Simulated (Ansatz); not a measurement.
```xyz
8

F    -2.0415   -0.7608   -0.5832
Si   -0.7861   -0.8582    0.4033
Si    0.8004    0.7240   -0.2871
F     2.0626    0.6512    0.6760
Cl    1.4497    0.3555   -2.1793
Cl    0.0611    2.6164   -0.1887
H    -1.2379   -0.5605    1.7839
H    -0.2159   -2.2245    0.3191
```

Geometry: PBE0-D4/def2-TZVP.

The calculation used RKS PBE0-D4/def2-TZVPP (Ansatz).

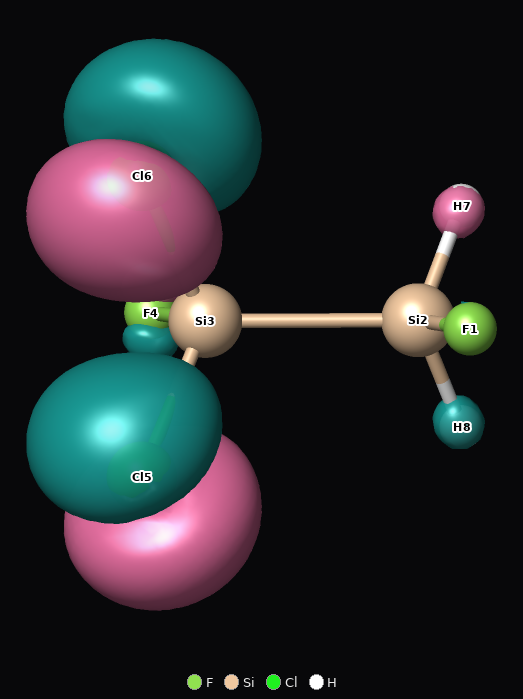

Cl2F2H2Si2. The HOMO−1 at ±0.1 Å⁻³ᐟ² (teal and pink are the two phases), seen across its widest extent.

**Describe this orbital and give its energy.**

It lies mainly on Cl5 (about 45 %) and Cl6 (about 45 %); largely a combination of lone pairs on Cl5 and Cl6. Its energy is −9.61 eV.
